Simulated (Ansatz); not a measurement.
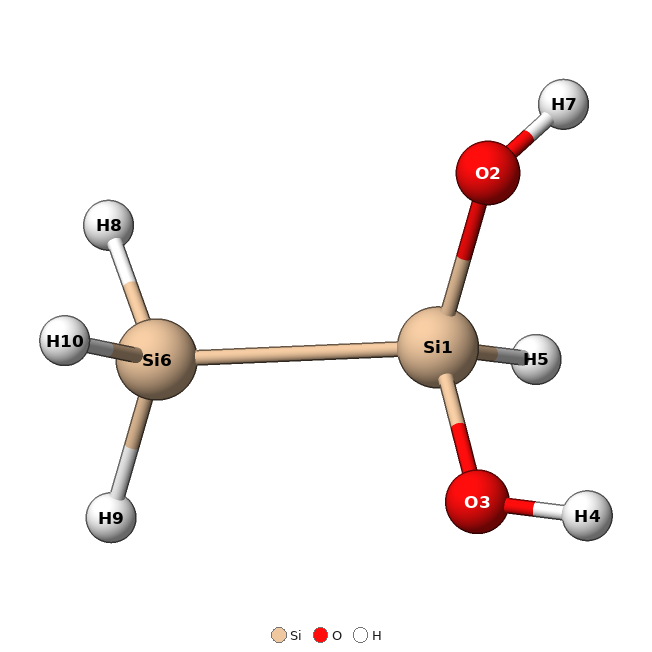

Sticks follow a distance rule. Harmonic vibrations computed with RKS PBE0-D4/def2-TZVP (Ansatz 0.2.0) at a stationary point of the same level.

Is this a minimum or a saddle point?

A minimum: no imaginary frequency, and the lowest mode lies at 45 cm⁻¹.

List the wavenumbers.

24 modes: 45, 93, 146, 208, 231, 342, 422, 511, 517, 744, 769, 821, 852, 870, 930, 936, 942, 966, 2160, 2214, 2223, 2230, 3906, 3932 cm⁻¹.
